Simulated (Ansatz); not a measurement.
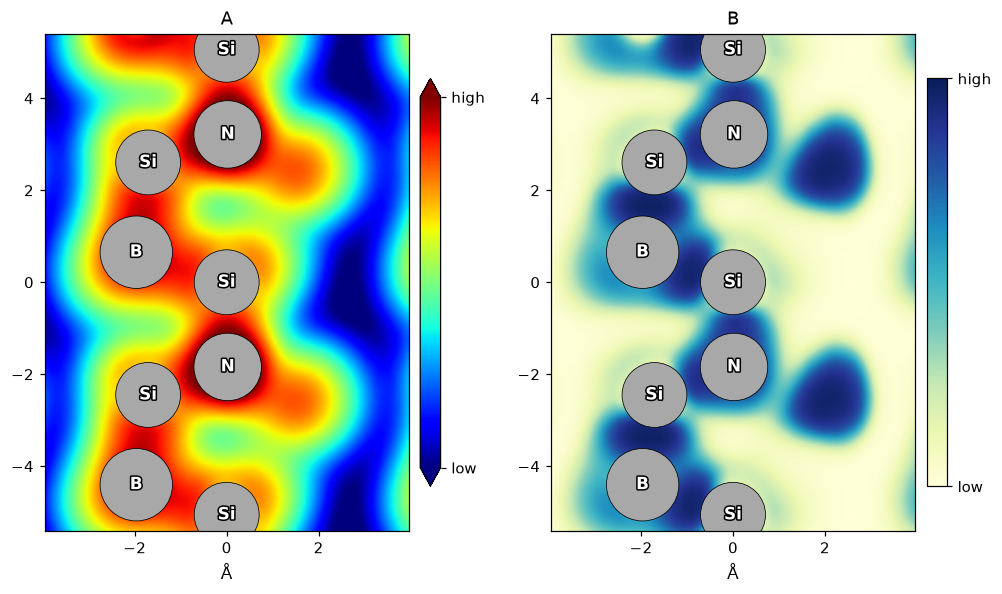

Si4BN3: 2 fields on the (100) plane of the conventional cell, with unlabelled colour scales. Grey discs cover the atomic cores.

Space group Pmn2₁; a generated structure, not necessarily the stable one.

These are results of DFT PBE, scalar-relativistic, plane waves, PAW in Ansatz 0.2.0, not measurements.

Question: Match the panels to the quantities (electron localisation function and valence pseudo-density).

Answer: Panel A: valence pseudo-density. Panel B: electron localisation function. From the grid: Si–B (1.97 Å): the density is about 0.8 e/Å³ at the midpoint; the ELF peaks at about 1 between the atoms, as expected for a covalent bond. Si–N (1.83 Å): the density is about 0.91 e/Å³ at the midpoint; the ELF peaks at about 0.90 between the atoms; a shared but strongly polarised pair.
